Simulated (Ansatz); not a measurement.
**Molecular dynamics of SiAsH3O**

The run: molecular dynamics of SiAsH3O. Method and program: UKS r2SCAN, rpa/def2-SVP (Ansatz 0.2.0).

The geometry comes from this level: PBE0-D4/def2-TZVP.

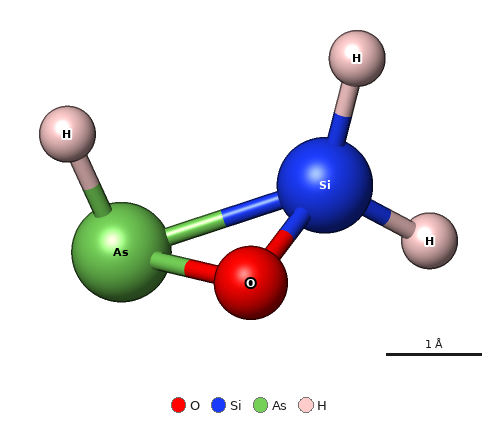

Fig. 1: The input geometry (ball-and-stick view, seen at a tilt).

What the run reported:

- outcome: refused by the program
- hardware: 2 threads of Arm Neoverse V1, 23 GiB of memory available, shared host

What went wrong:

The program refused the input: “forces are implemented only for Hartree–Fock and Kohn–Sham states of molecules, for MP2, coupled cluster and FCI on these and for active spaces without a correction or with SC-NEVPT2: ask for no forces”

Input file:
```yaml
crystal:
  periodic: [false, false, false]
  atoms:
    - {symbol: O, position_ang: [0.740052, -1.069589, 0.115594]}
    - {symbol: Si, position_ang: [-0.262924, -0.023261, -0.675519]}
    - {symbol: As, position_ang: [-0.230427, -0.326423, 1.572703]}
    - {symbol: H, position_ang: [-1.315636, -0.635366, -1.517811]}
    - {symbol: H, position_ang: [0.387428, 1.133595, -1.332506]}
    - {symbol: H, position_ang: [0.723607, 0.856943, 1.791239]}
basis:
  gaussian: {orbitals: def2-SVP}
magnetization: {spin_polarized: true, initial_magnetization: 0}
hamiltonian: {xc: {name: r2SCAN}}
correlation: {method: rpa}
md: {timestep: 1 fs, n_steps: 20, ensemble: nve, temperature: 1500, initial_velocities: maxwell_boltzmann, seed: 124}
```

Launched with:
```bash
ansatz run in.yaml --threads 2 --pin off --events-out ev --progress --plain --max-ram 4352MiB
```

What the program printed:
```
Error: forces are implemented only for Hartree–Fock and Kohn–Sham states of molecules, for MP2, coupled cluster and FCI on these and for active spaces without a correction or with SC-NEVPT2: ask for no forces
```
